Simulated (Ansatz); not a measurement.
## Molecular dynamics, with input and output: BSiNH3F (part 2 of 2)

Continued. System: BSiNH3F. Method: RKS r2SCAN-d3bj/def2-SVP (Ansatz 0.2.0). The geometry comes from this level: PBE0-D4/def2-TZVP.

Geometry of the input (Å):
```
F  -0.8718  -2.1408  0.8011
B  -0.4331  -0.9734  0.3751
N  0.7402  -0.4950  -0.1736
Si -0.3495  0.8925  -0.0731
H  1.6555  -0.8214  -0.4454
H  -0.7571  1.4876  -1.3726
H  0.0772  1.9825  0.8428
```

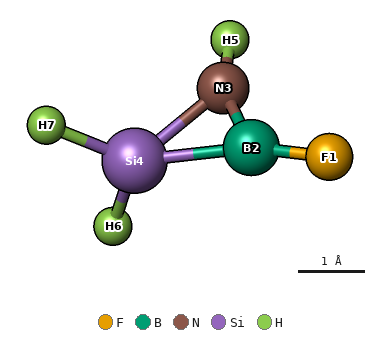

The geometry at step 23 of the log (ball-and-stick view, seen at a tilt; atoms are numbered from 1 in the order of the input).

## What the program printed, continued
```
md step    49: t =    98.00 fs  T =   280.6 K  F+E_penalty+E_count = -12801.31658345 eV  E_kin = 0.181380 eV  conserved = -12801.13520352 eV  (30 SCF iters, 3 dispersion substeps)
these checks for a lower state are left out or cut short: starts, cluster_reference, orbital_swaps, neighbouring_geometries, increment
844 factors; their error is unknown
mean field -12801.46741285 eV, -470.4452502758 hartree, gradient 2.2e-5 eV, S^2 0.000000; 0 other end points of the search recorded, 0 dependent functions left out
the calculation of the forces begins
reference -12801.46742185 eV, -470.4452506069 hartree; 19, 19 occupied and 56, 56 virtual orbitals, 844 factors
844 factors; their error is unknown
mean field evaluation 416: about -12801.4674 eV, gradient 1.0e-3 eV
mean field -12801.46741285 eV, -470.4452502758 hartree, gradient 2.2e-5 eV, S^2 0.000000; 1 other end points of the search recorded, 0 dependent functions left out
the calculation of the forces begins
reference -12801.46742185 eV, -470.4452506069 hartree; 19, 19 occupied and 56, 56 virtual orbitals, 844 factors
md step    50: t =   100.00 fs  T =   491.0 K  F+E_penalty+E_count = -12801.49815555 eV  E_kin = 0.317350 eV  conserved = -12801.18080589 eV  (28 SCF iters, 3 dispersion substeps)
Total energy: -12801.49816456 eV, -470.4463803805 hartree
Atom 0 at    -0.851911    -2.118509     0.818206 Å, force    -0.344311    -0.952133     0.104403 eV/Å
Atom 1 at    -0.467416    -0.986291     0.298845 Å, force     0.301784     0.816311     0.257141 eV/Å
Atom 2 at     0.737178    -0.470866    -0.167280 Å, force     1.262059    -2.205135    -0.130182 eV/Å
Atom 3 at    -0.346360     0.877568    -0.064258 Å, force    -0.888320     0.336919    -0.660933 eV/Å
Atom 4 at     1.635817    -0.971261    -0.329093 Å, force    -0.532243     0.922203     0.038214 eV/Å
Atom 5 at    -0.696945     1.497602    -1.350819 Å, force    -0.112127     0.250519    -0.398803 eV/Å
Atom 6 at    -0.015298     1.920955     0.865794 Å, force     0.313158     0.831317     0.790160 eV/Å
Dipole moment:     0.283361     0.040790    -0.101442 e Å
```

## Trajectory as extended XYZ (Å, eV, eV/Å), 14 of the 51 frames kept, from step=0 to step=50
```
7
Properties=species:S:1:pos:R:3:forces:R:3 step=0 time_fs=0.0 energy=-12801.67504 temperature=700.0
F    -0.8718   -2.1408    0.8011   -0.0951  -0.2318   0.0876
B    -0.4331   -0.9734    0.3751   -0.0665  -0.0035   0.0259
N     0.7402   -0.4950   -0.1736    0.1124  -0.2191   0.0066
Si   -0.3495    0.8925   -0.0731   -0.3201   0.3945   0.0324
H     1.6555   -0.8214   -0.4454    0.3593  -0.1174  -0.1091
H    -0.7571    1.4876   -1.3726   -0.0359   0.0645  -0.1300
H     0.0772    1.9825    0.8428    0.0457   0.1129   0.0867
7
Properties=species:S:1:pos:R:3:forces:R:3 step=4 time_fs=8.0 energy=-12801.37585 temperature=288.3
F    -0.8610   -2.1469    0.7714   -0.7244  -1.3106   0.7106
B    -0.4133   -0.9816    0.4456   -0.3766   0.9803  -0.4981
N     0.7224   -0.5421   -0.1417   -1.6786   1.9291   0.2250
Si   -0.3598    0.9112   -0.0891    0.1476   0.1477   0.6542
H     1.5837   -0.6606   -0.5423    2.8385  -1.0379  -1.0725
H    -0.7304    1.6233   -1.3585   -0.0612  -0.4652  -0.1208
H     0.2426    2.0229    0.7321   -0.1453  -0.2434   0.1017
7
Properties=species:S:1:pos:R:3:forces:R:3 step=8 time_fs=16.0 energy=-12801.35142 temperature=375.1
F    -0.8701   -2.1853    0.7619   -0.0784   0.6510   0.3543
B    -0.4177   -0.9567    0.4926    0.7802  -0.2973  -1.2235
N     0.7483   -0.5293   -0.1508   -5.0799   1.9719   2.1096
Si   -0.3671    0.9310   -0.0932    1.1663  -0.4536   0.5007
H     1.5532   -0.8160   -0.5391    3.8208  -1.5443  -1.7540
H    -0.7516    1.5274   -1.4212   -0.1006  -0.2039   0.1556
H     0.3560    2.0010    0.7075   -0.5084  -0.1238  -0.1428
7
Properties=species:S:1:pos:R:3:forces:R:3 step=12 time_fs=24.0 energy=-12801.25805 temperature=257.4
F    -0.8822   -2.2059    0.7641    0.6309   1.6824  -0.0470
B    -0.4005   -0.9518    0.4836   -0.4202  -0.6827  -0.4963
N     0.7475   -0.4923   -0.1596   -4.5721   1.8455   2.3104
Si   -0.3548    0.9382   -0.0885    0.2677  -1.3832   0.0722
H     1.4507   -1.0243   -0.4625    4.1337  -2.2943  -1.9697
H    -0.8384    1.3388   -1.4374   -0.0349   0.2966  -0.0021
H     0.2557    2.0195    0.6915   -0.0050   0.5358   0.1325
7
Properties=species:S:1:pos:R:3:forces:R:3 step=15 time_fs=30.0 energy=-12801.42239 temperature=389.3
F    -0.8800   -2.1883    0.7659    0.3726   0.6026   0.0204
B    -0.4011   -0.9761    0.4578   -1.0270   0.3857   0.1314
N     0.7249   -0.4808   -0.1494    2.2983  -2.4120  -0.6950
Si   -0.3396    0.9298   -0.0828   -0.6025  -0.4224   0.3083
H     1.5298   -1.0966   -0.5231   -1.1994   1.7490   0.4460
H    -0.9130    1.2829   -1.4101    0.0886   0.2898  -0.0882
H     0.1064    2.1524    0.6675    0.0695  -0.1928  -0.1228
7
Properties=species:S:1:pos:R:3:forces:R:3 step=19 time_fs=38.0 energy=-12801.36424 temperature=324.1
F    -0.8700   -2.1543    0.7708   -0.5202  -1.0466   0.4250
B    -0.4404   -0.9812    0.4250    0.2983   1.1257  -0.0971
N     0.7287   -0.5130   -0.1401    3.2165  -0.0452  -1.9423
Si   -0.3321    0.9108   -0.0714   -1.0820  -0.2937  -0.2648
H     1.6629   -0.8027   -0.6665   -2.4780   0.4465   1.5720
H    -0.9387    1.3270   -1.3781    0.1623  -0.0637  -0.0755
H    -0.0284    2.2031    0.5940    0.4032  -0.1231   0.3827
7
Properties=species:S:1:pos:R:3:forces:R:3 step=23 time_fs=46.0 energy=-12801.27710 temperature=251.9
F    -0.8722   -2.1434    0.7862   -0.1704   0.5316  -0.0692
B    -0.4616   -0.9361    0.3876    0.7268  -1.8205   0.4130
N     0.7595   -0.5243   -0.1529    2.4747   0.9621  -1.7557
Si   -0.3459    0.8864   -0.0645   -0.1595   1.4101  -0.2871
H     1.7433   -0.6400   -0.6704   -2.8935  -0.3052   1.7267
H    -0.8697    1.3582   -1.3950    0.0991  -0.0164   0.1286
H     0.0469    2.1561    0.7104   -0.0772  -0.7617  -0.1562
7
Properties=species:S:1:pos:R:3:forces:R:3 step=27 time_fs=54.0 energy=-12801.43254 temperature=455.6
F    -0.8807   -2.1235    0.8013   -0.1056  -0.1378   0.0192
B    -0.4305   -0.9616    0.3624    0.7139  -0.6088   0.0277
N     0.7685   -0.4880   -0.1746    2.2092  -1.5546  -0.7733
Si   -0.3644    0.8804   -0.0651    0.1737   0.0943  -0.4900
H     1.7675   -0.8587   -0.5096   -2.8647   1.0881   0.9902
H    -0.7660    1.3981   -1.3925   -0.1364   0.3658  -0.1092
H     0.1366    1.8945    0.8510    0.0098   0.7530   0.3354
7
Properties=species:S:1:pos:R:3:forces:R:3 step=31 time_fs=62.0 energy=-12801.34289 temperature=276.2
F    -0.8920   -2.1083    0.8173    0.1230  -0.8160   0.1509
B    -0.3645   -1.0138    0.3374   -1.6157   0.8800   0.1254
N     0.7586   -0.4762   -0.1914    3.1880  -2.4551  -0.4214
Si   -0.3786    0.8841   -0.0724    0.3077   1.0899   0.6548
H     1.7031   -1.0003   -0.3045   -1.6320   1.6792  -0.0574
H    -0.6928    1.6015   -1.3749    0.1290  -0.1408   0.4113
H     0.1641    1.8429    1.0304   -0.4999  -0.2371  -0.8636
7
Properties=species:S:1:pos:R:3:forces:R:3 step=35 time_fs=70.0 energy=-12801.47362 temperature=489.6
F    -0.8992   -2.1165    0.8370    0.3124  -0.0973  -0.1542
B    -0.3715   -1.0204    0.3158   -0.9245   0.2612   0.0369
N     0.7855   -0.5175   -0.2099    1.7841  -0.0348  -0.0139
Si   -0.3867    0.8997   -0.0707    0.3332  -1.1312  -0.2005
H     1.8117   -0.7944   -0.2778   -1.6723   0.4500  -0.0060
H    -0.5880    1.7643   -1.2450   -0.1651  -0.1383  -0.6131
H     0.0143    1.8382    0.9425    0.3324   0.6905   0.9508
7
Properties=species:S:1:pos:R:3:forces:R:3 step=38 time_fs=76.0 energy=-12801.20662 temperature=184.4
F    -0.8981   -2.1259    0.8489    0.2604   0.3210  -0.3802
B    -0.4148   -1.0127    0.3018    1.2880   0.3383  -0.4151
N     0.8236   -0.5431   -0.2222   -7.1857   1.4247   1.2834
Si   -0.3865    0.9041   -0.0680    0.9457   0.0095   0.3594
H     1.7501   -0.6050   -0.3052    4.8862  -0.8519  -0.4192
H    -0.5463    1.7917   -1.2803   -0.1203  -0.5369  -0.0127
H    -0.0564    1.9465    1.0306   -0.0744  -0.7046  -0.4155
7
Properties=species:S:1:pos:R:3:forces:R:3 step=42 time_fs=84.0 energy=-12801.39955 temperature=350.6
F    -0.8889   -2.1274    0.8528    0.3599   0.6847  -0.6775
B    -0.4274   -1.0001    0.2742    0.4475  -0.5247   0.3945
N     0.7972   -0.5325   -0.2133   -4.3314   1.3190   0.8936
Si   -0.3707    0.9061   -0.0609    0.1614  -1.5361  -0.6921
H     1.7429   -0.6131   -0.3275    3.1703  -0.7800  -0.3369
H    -0.5586    1.5985   -1.3510   -0.1381   0.1678  -0.1873
H    -0.1496    1.8391    1.0214    0.3305   0.6693   0.6056
7
Properties=species:S:1:pos:R:3:forces:R:3 step=46 time_fs=92.0 energy=-12801.46408 temperature=380.8
F    -0.8696   -2.1115    0.8372   -0.0443  -0.7826  -0.0811
B    -0.4279   -1.0150    0.2721   -0.9134   0.8639   0.5519
N     0.7404   -0.4811   -0.1886    0.8540  -0.8479  -0.0462
Si   -0.3507    0.8879   -0.0622   -0.7742   0.7731   0.2140
H     1.6603   -0.8671   -0.3127    0.7524   0.1138  -0.1503
H    -0.6390    1.4499   -1.4385    0.0991   0.2874   0.5306
H    -0.1141    1.8950    1.1050    0.0265  -0.4078  -1.0189
7
Properties=species:S:1:pos:R:3:forces:R:3 step=50 time_fs=100.0 energy=-12801.49816 temperature=491.0
F    -0.8519   -2.1185    0.8182   -0.3443  -0.9521   0.1044
B    -0.4674   -0.9863    0.2988    0.3018   0.8163   0.2571
N     0.7372   -0.4709   -0.1673    1.2621  -2.2051  -0.1302
Si   -0.3464    0.8776   -0.0643   -0.8883   0.3369  -0.6609
H     1.6358   -0.9713   -0.3291   -0.5322   0.9222   0.0382
H    -0.6969    1.4976   -1.3508   -0.1121   0.2505  -0.3988
H    -0.0153    1.9210    0.8658    0.3132   0.8313   0.7902
```

## Results in brief

```csv
quantity,value
outcome,finished
mean temperature over the second half,369 K
trajectory,"50 steps, 100 fs"
ensemble,nve
temperature in the input,700 K
time step,2 fs
potential energy (last step),−12801.4982 eV
mean-field energy (last step),−12801.4674 eV
dispersion energy (last step),−0.0307 eV
SCF solution under orbital rotations (last step),stable
largest force (length of the vector) (last step),2.544 eV/Å
dipole moment (last step),1.46 D
hardware,"2 threads of Arm Neoverse V1, 23 GiB of memory available, shared host"
wall time,96 s (CPU time 3.1 min)
peak memory,0.34 GiB
```

## Notes

The program warns: the dispersion correction has no parameters fitted for this combination and takes those fitted for r2SCAN with other terms. So short a trajectory is not equilibrated.
